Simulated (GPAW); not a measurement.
Band structure of a sheet of PbO (4 atoms in the cell).

```
PbO
1.0
    3.91851     0.00000     0.00000
    0.00000     3.91851     0.00000
    0.00000     0.00000    16.36593
Pb O
2 2
Direct
  0.50000   0.00000   0.57228
  0.00000   0.50000   0.42772
  0.00000   0.00000   0.50000
  0.50000   0.50000   0.50000
```

Method of the run: PBE, GPAW PAW datasets PBE (gpaw-data 1.0.1) (plane waves; GPAW).

Settings: mode = pw; ecut = 900 eV; xc = PBE; kpts = 6 6 1; mesh shift (steps) = 0 0 0; occupations.name = methfessel-paxton; occupations.width = 0.1 eV; occupations.order = 0; nbands = -6; convergence.forces = 0.001 eV/Å; convergence.bands = -4; symmetry.symmorphic = false; symmetry.tolerance = 0.0005; maxiter = 100.

The starting cell was generated: these elements placed on a structure prototype, without a prior relaxation; it need not be a known phase or ordering of this composition. Its lattice was rescaled in the plane by a random factor within 2.5 % of one. Spin-orbit coupling is off.

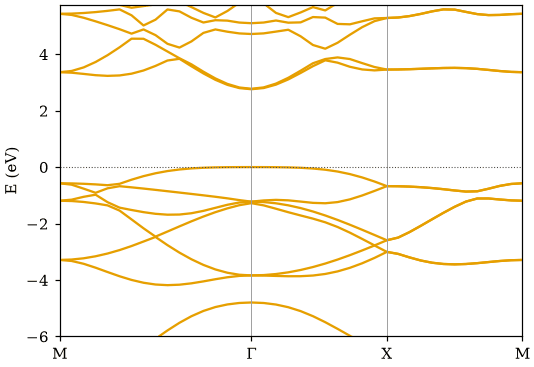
Figure. Bands along the path, energies from the top of the valence band on the SCF mesh.

Problem. Read off roughly the gap and where its edges lie.

Solution. The gap along the path is about 2.8 eV (computed: 2.76 eV), direct at Γ to within 0.01 eV.

Levels in eV from the top of the valence band on the SCF mesh, bands 17 to 24:
```json
[
 {"point": "M", "17": "-1.19", "18": "-1.19", "19": "-0.57", "20": "-0.57", "21": "3.36", "22": "3.36", "23": "5.43", "24": "5.43"},
 {"point": "Γ", "17": "-1.28", "18": "-1.22", "19": "-1.22", "20": "0.00", "21": "2.76", "22": "2.78", "23": "4.71", "24": "5.10"},
 {"point": "X", "17": "-2.59", "18": "-2.59", "19": "-0.67", "20": "-0.67", "21": "3.46", "22": "3.46", "23": "5.28", "24": "5.28"}
]
```
